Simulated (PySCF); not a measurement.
SMILES Cl[SiH]Cl (HCl₂Si), doublet at its B3LYP/def2-SVP optimised geometry (Å):

```
4

Cl    -1.0667     0.9896     0.0000
Si    -0.4309    -0.9896     0.0000
Cl    -1.0669    -1.9604    -1.7248
H      1.0667    -0.9896     0.0000
```

Level of theory: unrestricted B3LYP/def2-TZVP (PySCF 2.14.0). Cells within 0.4 Å of a nucleus heavier than hydrogen are left out (blank, or x).

Map of the Laplacian of the electron density (e/bohr⁵), clipped to [-1.50, 1.50] on the plane z = 0.0 Å:

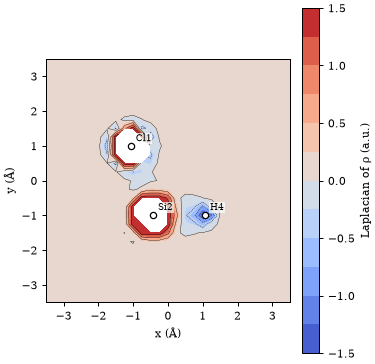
Figure. Laplacian of the electron density (e/bohr⁵), clipped to [-1.50, 1.50] on the plane z = 0.0 Å.
